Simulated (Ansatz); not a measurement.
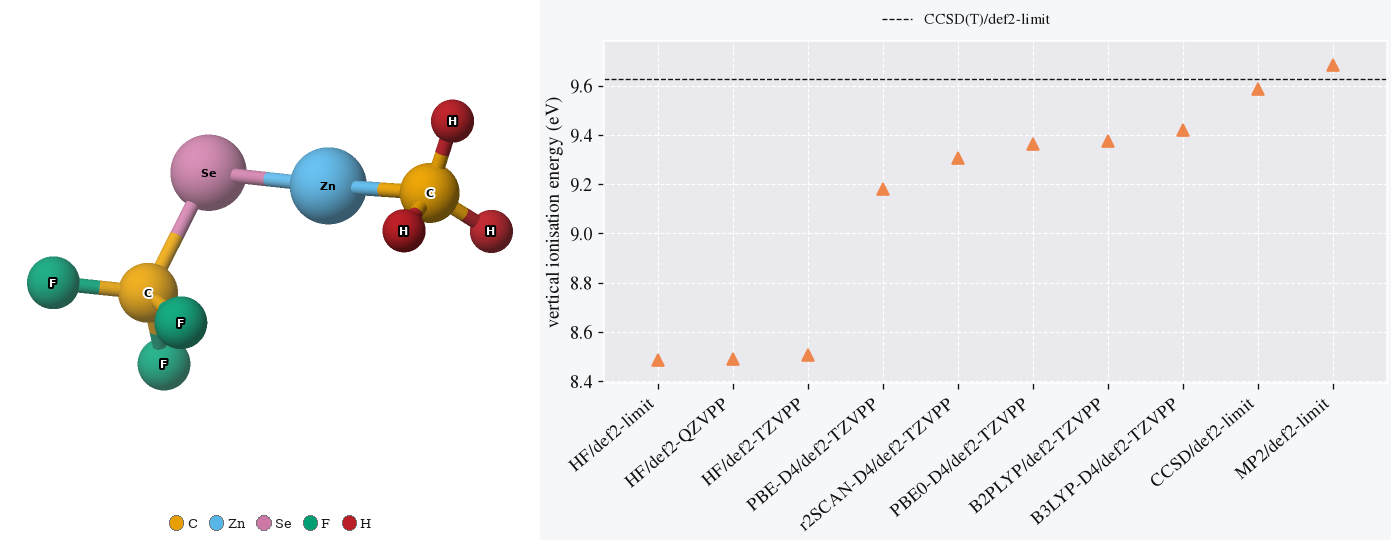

Vertical ionisation energy of C₂H₃F₃SeZn, SMILES [CH3][Zn][Se]C(F)(F)F, singlet, taken as the energy of the cation less that of the neutral at fixed geometry (unrestricted doublet cation, cores frozen in correlated methods, no spin-orbit coupling), the Ansatz code, at a PBE0-D4/def2-TZVP geometry (a minimum by its frequencies). Choice of cores on heavy atoms: Zn/Cu 3s3p. Limit means an estimate of the basis limit from triple and quadruple zeta; for coupled cluster it is either extrapolated directly or built as the MP2 limit plus the step from MP2 in triple zeta. B2PLYP/def2-TZVPP holds a correlation term that converges slowly with the basis, so part of the distance to the limit is basis error.

> Which level comes closest to the line (CCSD(T)/def2-limit), and which misses most?

Closest CCSD/def2-limit (9.59 eV), against 9.63 eV; farthest HF/def2-limit (8.49 eV).

> Give the values.

```csv
level,eV,less CCSD(T)/def2-limit
HF/def2-limit,8.49,−1.14
HF/def2-QZVPP,8.49,−1.14
HF/def2-TZVPP,8.51,−1.12
PBE-D4/def2-TZVPP,9.18,−0.45
r2SCAN-D4/def2-TZVPP,9.31,−0.32
PBE0-D4/def2-TZVPP,9.36,−0.26
B2PLYP/def2-TZVPP,9.37,−0.25
B3LYP-D4/def2-TZVPP,9.42,−0.21
CCSD/def2-limit,9.59,−0.04
MP2/def2-limit,9.68,0.06
CCSD(T)/def2-limit,9.63,0.00
```

Caveats, for all or some of the runs: no scalar relativity up to krypton; one conformer of a flexible molecule; outer-core shells are correlated without core-valence functions, which makes the correlated values less sure.
